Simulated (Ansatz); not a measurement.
```yaml
atoms:
  - { symbol: Zr, position_ang: [-0.5117, 0.1526, -0.5567] }
  - { symbol: Cl, position_ang: [0.3882, -1.0125, 2.8602] }
  - { symbol: N, position_ang: [1.5081, 0.2127, -0.3546] }
  - { symbol: H, position_ang: [1.9967, -0.0779, 0.4935] }
  - { symbol: H, position_ang: [2.1816, 0.6164, -1.0062] }
  - { symbol: F, position_ang: [-0.9648, 1.2770, -2.0468] }
  - { symbol: N, position_ang: [-1.0388, -1.7562, -1.0247] }
  - { symbol: H, position_ang: [-1.9970, -2.0677, -1.2036] }
  - { symbol: H, position_ang: [-0.4211, -2.5634, -1.1186] }
  - { symbol: F, position_ang: [-1.5399, 0.7482, 1.0137] }
  - { symbol: H, position_ang: [-0.6475, -0.1891, 2.6832] }
```

Core potentials replace the inner electrons of Zr; not at a stationary point (largest force 1.0 eV/Å).

The calculation used Ansatz, RKS B3LYP/def2-SVP.

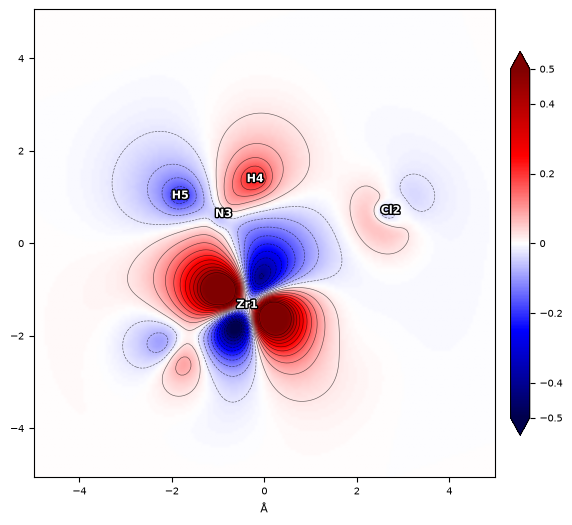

F₂H₄N₂Zr···HCl. The LUMO on the plane of atoms Zr1, N3 and H4 (values in Å⁻³ᐟ²; the overall sign is arbitrary).

Question: What is the character of this orbital?

Answer: It lies mainly on Zr1 (about 70 %), N3 (about 5 %) and F6 (about 5 %). Its energy is −0.75 eV.
